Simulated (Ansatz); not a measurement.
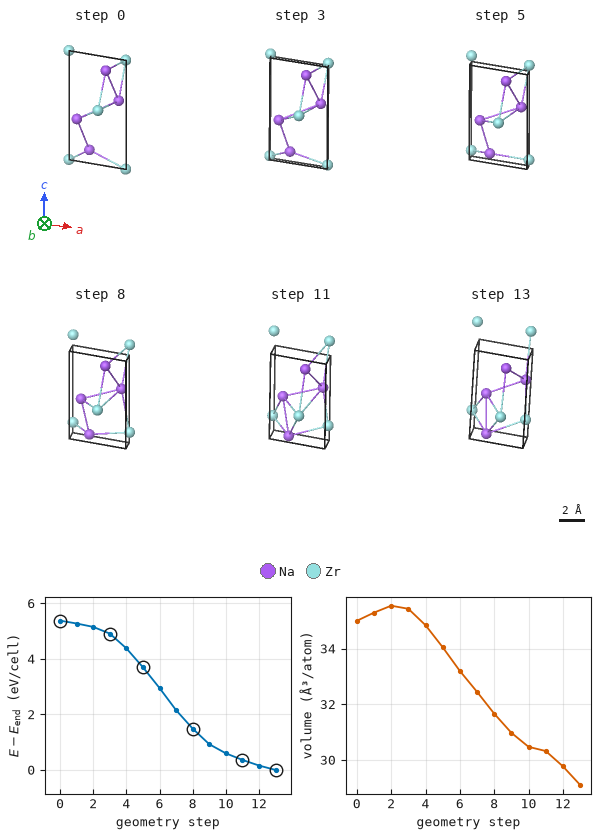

Frames of a relaxation of solid Na₂Zr (built on the fluorite_225 type) (coarse preliminary run), marked on the history of the run. A ball-and-stick model of the cell of the calculation, reduced to other axes, seen along the b axis. Lengths and directions refer to the drawn axes.

All numbers below come from Ansatz, DFT PBE, scalar-relativistic, plane waves, PAW. Settings: plane-wave cutoff 420 eV; k-point mesh 6 × 6 × 6; occupations gaussian; smearing width 0.1 eV; no spin polarisation; cell and atoms relaxed; force threshold 0.015 eV/Å; at most 120 steps.

> What happens along the run?

The run was cut off at its time limit before the relaxation converged, so the last structure is only a point on the way. The largest moves relative to the cell, 1.53 Å, are those of Zr atoms. Largest moves by element: Zr 1.53 Å, Na 1.36 Å. The drawn cell changes as follows: a 5.254 → 4.962 Å (−5.5 %), b 5.302 → 5.478 Å (+3.3 %), c 9.047 → 7.159 Å (−20.9 %), α 105.4° → 88.5°, β 90.8° → 92.0°, γ 118.7° → 116.1°; the volume changes by −16.8 %. Some distances before and after: Na–Zr 6.091 → 3.249 Å, Na–Zr 5.957 → 3.252 Å, Na–Na 3.751 → 6.339 Å, Na–Zr 6.149 → 3.587 Å. New bonds form: Na–Zr (5.96 → 3.25 Å), Na–Zr (6.09 → 3.25 Å), Zr–Zr (5.08 → 2.69 Å), Zr–Zr (5.21 → 2.88 Å). Bonds break: Na–Zr (3.13 → 4.44 Å), Na–Zr (3.31 → 4.45 Å). The space group stays P1 (No. 1). The energy falls by 5.376 eV per cell of the calculation in 13 geometry steps. Largest force component: 0.44 eV/Å at the start, 0.084 eV/Å at the end. Pressure: 0.48 GPa at the start and −0.03 GPa at the end. Cost: 15 min on 1 thread of Arm Neoverse V2 (shared host), peak memory 1 GiB. From step 0 to 3: a Na atom moves most (0.54 Å), volume +1.2 %, energy −0.467 eV per cell of the calculation. From step 3 to 5: Zr atoms move most (0.34 Å), volume −3.9 %, energy −1.213 eV per cell of the calculation. From step 5 to 8: Zr atoms move most (0.47 Å), volume −7.0 %, energy −2.208 eV per cell of the calculation. From step 8 to 11: Zr atoms move most (0.43 Å), volume −4.2 %, energy −1.126 eV per cell of the calculation. From step 11 to 13: Na and Zr atoms move most (0.28 Å), volume −4.0 %, energy −0.361 eV per cell of the calculation.

```tsv
step	E − E(0), meV/atom	largest force component, eV/Å	pressure, GPa	volume, Å³/atom
0	0.00	0.4394	0.48	34.998
1	-17.25	0.2016	0.23	35.292
2	-37.64	0.2260	-0.07	35.540
3	-77.86	0.5557	-0.38	35.430
4	-166.48	0.8777	-0.74	34.841
5	-280.09	1.1713	-0.97	34.049
6	-404.44	1.2865	-0.95	33.197
7	-537.50	1.2950	-0.91	32.448
8	-648.11	1.1287	-0.61	31.664
9	-741.63	0.8741	-0.30	30.976
10	-796.26	0.4950	0.17	30.472
11	-835.79	0.3159	-0.40	30.322
12	-869.57	0.1274	-0.23	29.772
13	-896.03	0.0837	-0.03	29.106
```
